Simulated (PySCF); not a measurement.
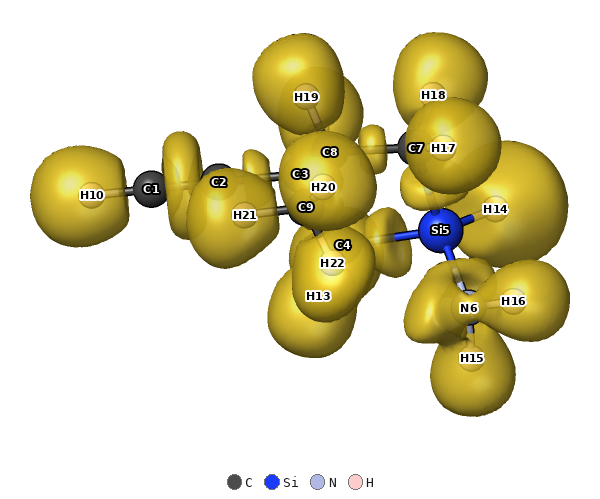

The picture shows: C₇H₁₃NSi. Isosurface of the ELF at 0.8 (yellow), seen at an oblique angle. Core shells and regions of very low density are left out.

Geometry: PBE0-D3(BJ)/def2-SVP.

All numbers below come from PBE0/pcSseg-1, SCF density, gas phase, non-relativistic (PySCF).

Input

```
{"job": {"kind": "nmr", "xc": "PBE0", "basis": "pcSseg-1"}, "charge": 0, "multiplicity": 1}
C      3.295724    -1.357806     0.461270
C      2.161091    -0.975581     0.649864
C      0.790341    -0.524816     0.861127
C     -0.263775    -1.429601     0.176508
Si    -1.812673    -0.339890     0.169324
N     -2.446223    -0.191990    -1.446330
C     -0.936759     1.246170     0.717821
C      0.550435     0.952883     0.439563
C      0.906555     1.209711    -1.019734
H      4.302123    -1.696723     0.299386
H      0.603889    -0.565798     1.950827
H     -0.361185    -2.392623     0.697862
H      0.039395    -1.647083    -0.860078
H     -2.822583    -0.794944     1.186556
H     -2.744739    -1.038147    -1.922001
H     -3.118616     0.547447    -1.625800
H     -1.276992     2.157510     0.201950
H     -1.108635     1.400411     1.796432
H      1.192972     1.589352     1.071920
H      0.816611     2.282402    -1.249884
H      1.938839     0.897979    -1.238087
H      0.227188     0.673869    -1.701736
```

Command:

```sh
OMP_NUM_THREADS=1 python probes_run.py task.json out
```

Identify the bonds, lone pairs and shells in this picture.

Answer. At this value the surface marks out six regions between bonded C–C atoms (shared pairs), two regions between bonded C–Si atoms (shared pairs), eleven regions around hydrogen nuclei and one joined region spread over several atoms (H, N), in which their bonds and any lone pairs are merged. Profiles from the grid: C–C (1.21 Å): the ELF peaks at about 0.85 between the atoms; a short, multiple covalent bond. Si–N (1.74 Å): the ELF peaks at about 0.90 between the atoms (a shared but strongly polarised pair).
